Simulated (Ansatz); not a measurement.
```yaml
atoms:
  - { symbol: B, position_ang: [-1.4767, 0.3193, 1.2812] }
  - { symbol: S, position_ang: [0.8180, -0.8805, -0.7053] }
  - { symbol: Si, position_ang: [-0.0458, 0.8937, 0.1671] }
  - { symbol: Si, position_ang: [-0.8363, -1.3382, 0.6020] }
  - { symbol: H, position_ang: [-2.3124, 0.7563, 2.0047] }
```

Geometry: PBE0-D3(BJ)/pcseg-1.

These are results of Ansatz, isolated molecule in a Gaussian basis; Kohn-Sham density functional theory, functional PBE0, not measurements.

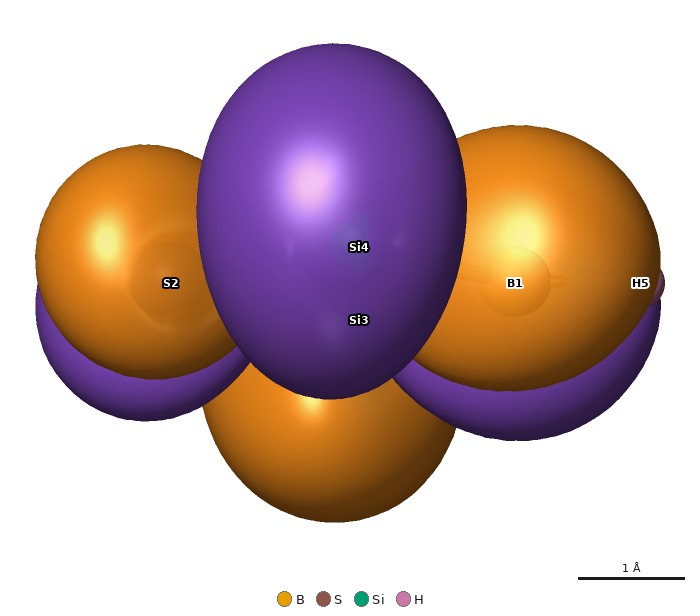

BHSSi$_{2}$. The LUMO at ±0.06 Å⁻³ᐟ² (orange and purple are the two phases), seen from one side.

### Describe this orbital and give its energy.

By Hirshfeld shares it lies mainly on Si4 (about 30 %), Si3 (about 30 %), B1 (about 25 %) and S2 (about 15 %); it is symmetric in the molecular plane (an in-plane orbital: σ, lone-pair or in-plane π type). Its energy is −3.29 eV.
